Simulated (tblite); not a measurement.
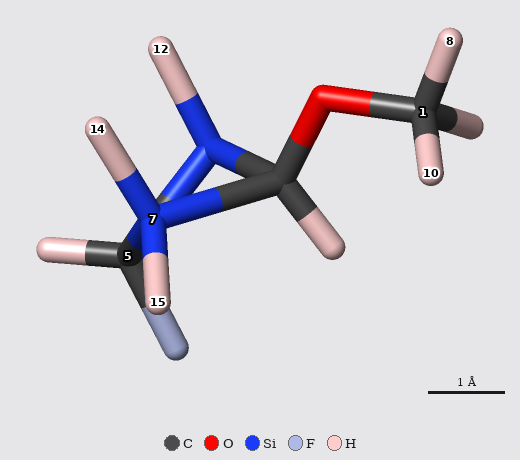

Figure 1. The structure as given in the input (stick view, seen at a tilt; atoms are numbered from 1 in the order of the input).

# Geometry relaxation, with input and output: C₃H₈FOSi₂ (part 1 of 4)

- system: C₃H₈FOSi₂, multiplicity 2
- method: GFN2-xTB geometry optimisation, gas phase (tblite 0.8.0)

It belongs to a series of runs on one base structure; here: H removed from Si.

**Output**
```
step      E/eV     max force
  0    -615.29993    3.339
  1    -615.53991    1.570
  2    -615.66679    0.822
  3    -615.74262    0.545
  4    -615.78094    0.625
  5    -615.80912    0.541
  6    -615.82692    0.320
  7    -615.83926    0.277
  8    -615.85367    0.351
  9    -615.86960    0.366
 10    -615.88158    0.267
 11    -615.88958    0.208
 12    -615.89588    0.225
 13    -615.90232    0.248
 14    -615.91020    0.275
 15    -615.91873    0.285
 16    -615.92624    0.249
 17    -615.93207    0.190
 18    -615.93683    0.203
 19    -615.94153    0.237
 20    -615.94612    0.198
 21    -615.94952    0.125
 22    -615.95219    0.110
 23    -615.95469    0.117
 24    -615.95697    0.120
 25    -615.95915    0.101
 26    -615.96130    0.123
 27    -615.96364    0.132
 28    -615.96656    0.174
 29    -615.96982    0.192
 30    -615.97264    0.144
 31    -615.97476    0.110
 32    -615.97646    0.112
 33    -615.97825    0.132
 34    -615.98055    0.140
 35    -615.98302    0.125
 36    -615.98515    0.105
 37    -615.98707    0.113
 38    -615.98931    0.125
 39    -615.99197    0.133
 40    -615.99459    0.124
 41    -615.99654    0.124
 42    -615.99839    0.168
 43    -616.00080    0.165
 44    -616.00910    0.207
 45    -616.01485    0.193
 46    -616.02234    0.195
 47    -616.02485    0.142
 48    -616.02780    0.165
 49    -616.03002    0.132
 50    -616.03388    0.078
 51    -616.03592    0.113
 52    -616.03796    0.130
 53    -616.03970    0.117
 54    -616.04162    0.122
 55    -616.04388    0.124
 56    -616.04574    0.100
 57    -616.04744    0.077
 58    -616.04812    0.074
 59    -616.04961    0.112
 60    -616.05088    0.110
 61    -616.05234    0.084
 62    -616.05347    0.080
 63    -616.05435    0.077
 64    -616.05517    0.067
 65    -616.05583    0.062
 66    -616.05648    0.057
 67    -616.05736    0.048
 68    -616.05807    0.055
 69    -616.05874    0.066
 70    -616.05945    0.071
 71    -616.06045    0.069
 72    -616.06162    0.074
 73    -616.06249    0.091
 74    -616.06339    0.067
 75    -616.06409    0.068
 76    -616.06499    0.071
 77    -616.06575    0.083
 78    -616.06761    0.111
 79    -616.06976    0.117
 80    -616.07232    0.124
 81    -616.07410    0.166
 82    -616.07730    0.175
 83    -616.08016    0.169
 84    -616.08452    0.194
 85    -616.08553    0.176
 86    -616.08783    0.101
 87    -616.08954    0.116
 88    -616.09113    0.094
 89    -616.09346    0.086
 90    -616.09462    0.080
 91    -616.09554    0.077
 92    -616.09629    0.060
 93    -616.09705    0.097
 94    -616.09791    0.075
 95    -616.09893    0.077
 96    -616.09987    0.070
 97    -616.10111    0.064
 98    -616.10176    0.052
 99    -616.10206    0.037
100    -616.10227    0.043
101    -616.10254    0.040
102    -616.10290    0.047
103    -616.10322    0.037
104    -616.10342    0.035
105    -616.10357    0.035
106    -616.10375    0.041
107    -616.10404    0.060
108    -616.10442    0.072
109    -616.10478    0.052
110    -616.10504    0.033
111    -616.10524    0.035
112    -616.10545    0.036
113    -616.10573    0.040
114    -616.10612    0.048
115    -616.10670    0.056
116    -616.10757    0.074
117    -616.10871    0.081
118    -616.10981    0.066
119    -616.11045    0.050
120    -616.11048    0.078
121    -616.11077    0.043
122    -616.11086    0.030
123    -616.11100    0.019
124    -616.11116    0.024
125    -616.11126    0.027
126    -616.11138    0.028
127    -616.11148    0.026
128    -616.11160    0.022
129    -616.11170    0.019
130    -616.11179    0.024
131    -616.11186    0.022
132    -616.11191    0.018
133    -616.11194    0.016
134    -616.11196    0.012
135    -616.11197    0.009
```

**Trajectory as extended XYZ (Å, eV, eV/Å), 53 of the 136 frames kept, from step=0 to step=135**
```
15
Properties=species:S:1:pos:R:3:forces:R:3 step=0 energy=-615.29993
C    -2.4644   -0.6033   -0.0183   -1.3320   0.0050  -0.1810
O    -1.3920    0.0820    0.5191   -1.0340   0.2020   0.2930
C    -0.1826   -0.2839   -0.0374   -0.1990  -0.3640  -1.1150
Si    1.1213   -0.6380    1.2370   -0.0130  -1.8380   2.7880
C     2.3252   -0.0017   -0.0237    1.0910   1.2760  -0.0210
F     2.5176   -0.9202   -1.0464    0.7000   0.1420   0.1240
Si    0.9265    1.1663   -0.5290   -0.2910   1.0520  -1.3550
H    -3.3851   -0.2504    0.4992    0.5340  -0.2140  -0.2290
H    -2.3699   -1.6951    0.1435   -0.0450   0.3190  -0.2200
H    -2.5886   -0.3669   -1.1047    0.1130  -0.3360   0.5050
H    -0.2431   -1.0469   -0.8459   -0.2800   0.3830   0.4270
H     0.9257    0.3254    2.3559    0.1800  -0.2100  -0.1940
H     3.2224    0.4920    0.3709    0.4050  -0.6860  -0.7300
H     0.7320    2.2613    0.4082    0.0760   0.1310  -0.1140
H     0.8506    1.4873   -1.9504    0.0970   0.1400   0.0210
15
Properties=species:S:1:pos:R:3:forces:R:3 step=3 energy=-615.74262
C    -2.5109   -0.6087   -0.0259    0.1440   0.0370   0.0880
O    -1.4330    0.0845    0.5188    0.1510   0.0270  -0.1010
C    -0.1862   -0.2784   -0.0468   -0.0750   0.0170   0.4950
Si    1.1238   -0.7351    1.3396    0.0330  -0.0380  -0.4620
C     2.3336    0.0508   -0.0116   -0.0290  -0.1290   0.3690
F     2.5660   -0.8980   -1.0262    0.2560   0.3590   0.3210
Si    0.9136    1.2008   -0.5781   -0.0120  -0.1910   0.1580
H    -3.3844   -0.2560    0.4979   -0.4070   0.0210   0.1040
H    -2.3783   -1.6805    0.1286   -0.1560  -0.2170  -0.0640
H    -2.5890   -0.3868   -1.0886   -0.1910  -0.0870  -0.2830
H    -0.2683   -1.0380   -0.8339   -0.2070   0.1170   0.1500
H     0.9365    0.3167    2.3565    0.1010  -0.1450   0.1530
H     3.2791    0.4594    0.3284    0.3280  -0.1310  -0.2840
H     0.7368    2.2716    0.3965    0.0310   0.1270  -0.1980
H     0.8561    1.5057   -1.9772    0.0340   0.2330  -0.4470
15
Properties=species:S:1:pos:R:3:forces:R:3 step=5 energy=-615.80912
C    -2.5202   -0.6090   -0.0247   -0.0420   0.0050  -0.0140
O    -1.4405    0.0879    0.5148   -0.0700   0.0870   0.1000
C    -0.1906   -0.2764   -0.0234    0.0070  -0.0700   0.0980
Si    1.1269   -0.7668    1.3473    0.0500   0.3680  -0.3930
C     2.3365    0.0611    0.0140    0.1990  -0.1110   0.1840
F     2.5968   -0.8712   -1.0021    0.0560   0.0360   0.0380
Si    0.9095    1.2009   -0.5875    0.0870  -0.1620  -0.0030
H    -3.4060   -0.2576    0.5021   -0.0680  -0.0740  -0.0770
H    -2.3907   -1.6870    0.1200   -0.1390  -0.0700   0.0040
H    -2.6008   -0.3990   -1.0976   -0.1790  -0.0510  -0.0480
H    -0.2889   -1.0278   -0.8202   -0.0910   0.1060   0.1680
H     0.9467    0.3029    2.3651    0.1120  -0.3000   0.0670
H     3.3165    0.4422    0.2990    0.0240   0.0810   0.0280
H     0.7402    2.2830    0.3800    0.0130   0.0950  -0.2270
H     0.8602    1.5248   -2.0087    0.0420   0.0590   0.0740
15
Properties=species:S:1:pos:R:3:forces:R:3 step=8 energy=-615.85367
C    -2.5314   -0.6105   -0.0264   -0.0930  -0.0370  -0.0190
O    -1.4559    0.0959    0.5222   -0.1310  -0.0660  -0.0020
C    -0.1968   -0.2741   -0.0023   -0.1200   0.2000  -0.1510
Si    1.1365   -0.7499    1.3174    0.0680  -0.1370   0.2340
C     2.3591    0.0602    0.0388    0.0780   0.1610  -0.3020
F     2.6216   -0.8574   -0.9874    0.0610  -0.1550  -0.0840
Si    0.9186    1.1869   -0.5940    0.0630   0.0860  -0.0440
H    -3.4253   -0.2674    0.4944   -0.0100  -0.0370  -0.0580
H    -2.4139   -1.6944    0.1163   -0.0400   0.0720   0.0320
H    -2.6278   -0.4113   -1.1044   -0.0430   0.0030   0.0880
H    -0.3114   -1.0148   -0.7963   -0.0340  -0.0830  -0.0080
H     0.9666    0.2590    2.3803    0.0910  -0.1510   0.1410
H     3.3430    0.4459    0.2924    0.0200   0.1510   0.2090
H     0.7442    2.2994    0.3406    0.0260   0.0410  -0.1910
H     0.8686    1.5405   -2.0137    0.0640  -0.0480   0.1550
15
Properties=species:S:1:pos:R:3:forces:R:3 step=10 energy=-615.88158
C    -2.5484   -0.6150   -0.0294   -0.0150   0.0010   0.0390
O    -1.4796    0.0977    0.5286    0.0430  -0.0480  -0.0890
C    -0.2107   -0.2564    0.0031   -0.0350   0.0760  -0.0510
Si    1.1502   -0.7445    1.3080    0.0040  -0.2570   0.0720
C     2.3838    0.0715    0.0350   -0.0930   0.0580  -0.2330
F     2.6473   -0.8593   -0.9827    0.1160  -0.0440  -0.0170
Si    0.9319    1.1812   -0.6021   -0.0290   0.0590   0.0800
H    -3.4428   -0.2787    0.4831   -0.1570   0.0510   0.0690
H    -2.4367   -1.6950    0.1162    0.0360  -0.0490   0.0460
H    -2.6543   -0.4211   -1.1030    0.0370   0.0550  -0.0420
H    -0.3327   -1.0108   -0.7768    0.0300  -0.0570  -0.0540
H     0.9912    0.2089    2.4060    0.0740   0.0090   0.2430
H     3.3653    0.4628    0.3054   -0.1130   0.0780   0.1000
H     0.7498    2.3173    0.2914    0.0380   0.1090  -0.0390
H     0.8811    1.5493   -2.0048    0.0640  -0.0420  -0.1220
15
Properties=species:S:1:pos:R:3:forces:R:3 step=13 energy=-615.90232
C    -2.5659   -0.6181   -0.0282   -0.0150   0.0120   0.0040
O    -1.4934    0.0967    0.5250    0.0050   0.0480  -0.0030
C    -0.2209   -0.2428    0.0017    0.0630  -0.1420   0.0640
Si    1.1588   -0.7631    1.3088   -0.0540   0.1270  -0.0700
C     2.3903    0.0817    0.0147   -0.1140  -0.1450   0.1660
F     2.6812   -0.8629   -0.9817    0.1050   0.0950   0.0030
Si    0.9355    1.1849   -0.6049   -0.0880   0.0200  -0.0770
H    -3.4687   -0.2818    0.4818    0.0390   0.0080   0.0080
H    -2.4489   -1.6993    0.1213    0.0050   0.0250   0.0200
H    -2.6682   -0.4224   -1.1042    0.0210   0.0080   0.0290
H    -0.3425   -1.0115   -0.7690    0.0780   0.0390  -0.0460
H     1.0192    0.1694    2.4485    0.0930  -0.1410  -0.0010
H     3.3624    0.4824    0.3227   -0.2230   0.0140  -0.0410
H     0.7588    2.3454    0.2541    0.0430   0.1010   0.0310
H     0.8979    1.5494   -2.0126    0.0420  -0.0670  -0.0870
15
Properties=species:S:1:pos:R:3:forces:R:3 step=16 energy=-615.92624
C    -2.5839   -0.6186   -0.0243    0.0750   0.0230  -0.0160
O    -1.5046    0.1009    0.5178   -0.0480   0.0070   0.0790
C    -0.2254   -0.2457    0.0081   -0.0650   0.0900  -0.0140
Si    1.1577   -0.7702    1.3010   -0.0750   0.0400   0.0790
C     2.3724    0.0709    0.0097   -0.0590   0.0460   0.0800
F     2.7376   -0.8517   -0.9810   -0.0230   0.1200   0.0410
Si    0.9234    1.1935   -0.6163   -0.0270  -0.0250  -0.0810
H    -3.4926   -0.2816    0.4839    0.1980  -0.0150  -0.0420
H    -2.4597   -1.7001    0.1325   -0.0330   0.0990  -0.0150
H    -2.6785   -0.4203   -1.1018   -0.0330  -0.0590   0.0610
H    -0.3367   -1.0086   -0.7717    0.0400   0.0410  -0.0040
H     1.0685    0.1015    2.5010    0.0660  -0.1680  -0.1710
H     3.3140    0.5112    0.3416   -0.0520   0.0320   0.0310
H     0.7782    2.3931    0.2163    0.0420  -0.1420  -0.0830
H     0.9254    1.5338   -2.0386   -0.0040  -0.0890   0.0540
15
Properties=species:S:1:pos:R:3:forces:R:3 step=18 energy=-615.93683
C    -2.5875   -0.6173   -0.0237    0.0610   0.0190   0.0080
O    -1.5140    0.1043    0.5210    0.0380  -0.0020   0.0330
C    -0.2327   -0.2399    0.0126   -0.0470   0.1350  -0.0420
Si    1.1526   -0.7686    1.2973   -0.0700  -0.1890  -0.0250
C     2.3624    0.0690    0.0156   -0.0120   0.1470  -0.0560
F     2.7637   -0.8367   -0.9762   -0.0710   0.0710   0.0450
Si    0.9172    1.1933   -0.6272    0.0090  -0.0580   0.0190
H    -3.4923   -0.2832    0.4815    0.0320   0.0540   0.0450
H    -2.4693   -1.6951    0.1364    0.0230  -0.0260  -0.0020
H    -2.6886   -0.4247   -1.0979    0.0030  -0.0200  -0.0520
H    -0.3338   -1.0027   -0.7705   -0.0110   0.0480   0.0330
H     1.0980    0.0539    2.5152    0.0280  -0.0170  -0.0110
H     3.2907    0.5278    0.3528    0.0140   0.0580   0.1000
H     0.7905    2.4063    0.1885    0.0210  -0.1450  -0.0640
H     0.9386    1.5217   -2.0474   -0.0200  -0.0780  -0.0300
15
Properties=species:S:1:pos:R:3:forces:R:3 step=21 energy=-615.94952
C    -2.5900   -0.6141   -0.0220   -0.0580  -0.0140   0.0150
O    -1.5244    0.1104    0.5280    0.0160   0.0280  -0.0530
C    -0.2461   -0.2183    0.0146    0.0580  -0.0630   0.0300
Si    1.1379   -0.7917    1.2869    0.0470  -0.0520  -0.1040
C     2.3478    0.0841    0.0195    0.0480   0.0000   0.0580
F     2.7950   -0.8056   -0.9646   -0.0420   0.0220  -0.0140
Si    0.9099    1.1876   -0.6440    0.0480   0.0030  -0.0350
H    -3.4905   -0.2774    0.4849   -0.0680   0.0620   0.0540
H    -2.4790   -1.6918    0.1424    0.0690  -0.0400   0.0110
H    -2.7011   -0.4327   -1.0981    0.0670   0.0280  -0.0160
H    -0.3334   -0.9868   -0.7645   -0.0940   0.0370  -0.0100
H     1.1459   -0.0202    2.5374   -0.0250  -0.0020  -0.0010
H     3.2572    0.5609    0.3837    0.0120   0.0490   0.0970
H     0.8109    2.4113    0.1405   -0.0330   0.0230   0.0510
H     0.9555    1.4923   -2.0666   -0.0470  -0.0800  -0.0830
15
Properties=species:S:1:pos:R:3:forces:R:3 step=23 energy=-615.95469
C    -2.5905   -0.6129   -0.0200   -0.0220   0.0040   0.0130
O    -1.5226    0.1140    0.5267   -0.0370   0.0270  -0.0240
C    -0.2452   -0.2158    0.0149    0.0030  -0.0710   0.0000
Si    1.1335   -0.8064    1.2784    0.0910   0.0700   0.0210
C     2.3435    0.0906    0.0251    0.0470  -0.0350   0.0670
F     2.7946   -0.7926   -0.9622    0.0330   0.0100  -0.0310
Si    0.9099    1.1859   -0.6508    0.0350   0.0380  -0.0290
H    -3.4892   -0.2686    0.4919    0.0090  -0.0150  -0.0290
H    -2.4728   -1.6928    0.1448    0.0170   0.0550   0.0140
H    -2.6956   -0.4323   -1.0995    0.0280   0.0110   0.0690
H    -0.3376   -0.9789   -0.7662   -0.0910  -0.0150  -0.0620
H     1.1545   -0.0358    2.5369   -0.0440  -0.0680  -0.0760
H     3.2455    0.5732    0.4010    0.0240   0.0080   0.0590
H     0.8138    2.4069    0.1363   -0.0470   0.0560   0.0360
H     0.9539    1.4735   -2.0792   -0.0460  -0.0760  -0.0300
15
Properties=species:S:1:pos:R:3:forces:R:3 step=26 energy=-615.96130
C    -2.5945   -0.6103   -0.0153    0.0740   0.0510   0.0220
O    -1.5261    0.1232    0.5239    0.0590   0.0190   0.0420
C    -0.2469   -0.2173    0.0153   -0.0200   0.0220  -0.0820
Si    1.1410   -0.8171    1.2658   -0.0270  -0.0050   0.0150
C     2.3483    0.0977    0.0377    0.0070   0.0440  -0.0620
F     2.8064   -0.7730   -0.9602    0.1060   0.0500   0.0380
Si    0.9153    1.1863   -0.6605   -0.0440  -0.0030   0.0660
H    -3.4923   -0.2618    0.4951    0.0110  -0.0440  -0.0370
H    -2.4676   -1.6882    0.1508   -0.0220   0.0430   0.0400
H    -2.6913   -0.4319   -1.0940   -0.0320   0.0050   0.0100
H    -0.3592   -0.9705   -0.7732   -0.0190  -0.0310  -0.0460
H     1.1640   -0.0736    2.5344   -0.0510  -0.0240   0.0000
H     3.2383    0.5912    0.4323    0.0230  -0.0700  -0.0240
H     0.8119    2.4125    0.1247   -0.0420   0.0040  -0.0350
H     0.9484    1.4407   -2.0986   -0.0230  -0.0610   0.0510
15
Properties=species:S:1:pos:R:3:forces:R:3 step=29 energy=-615.96982
C    -2.5931   -0.5973   -0.0044   -0.0220   0.0020   0.0030
O    -1.5272    0.1414    0.5282    0.0670  -0.0270  -0.0110
C    -0.2557   -0.2122    0.0040    0.0590  -0.0060  -0.0090
Si    1.1444   -0.8348    1.2447   -0.1030  -0.0750  -0.1440
C     2.3532    0.1160    0.0466   -0.0210   0.0160  -0.0270
F     2.8628   -0.7282   -0.9476    0.0850   0.0370   0.0210
Si    0.9131    1.1860   -0.6701   -0.0160  -0.0390  -0.0040
H    -3.4992   -0.2606    0.4926   -0.0360   0.0630   0.0700
H    -2.4702   -1.6722    0.1702    0.0400  -0.0330   0.0510
H    -2.6979   -0.4324   -1.0830    0.0200   0.0350  -0.0500
H    -0.3942   -0.9602   -0.7888    0.0490   0.0260   0.0210
H     1.1854   -0.1620    2.5448   -0.0740   0.0440   0.0680
H     3.2223    0.6148    0.4796    0.0140  -0.0210  -0.0410
H     0.8074    2.4327    0.0815   -0.0520  -0.0080  -0.0440
H     0.9446    1.3768   -2.1204   -0.0090  -0.0130   0.0950
```
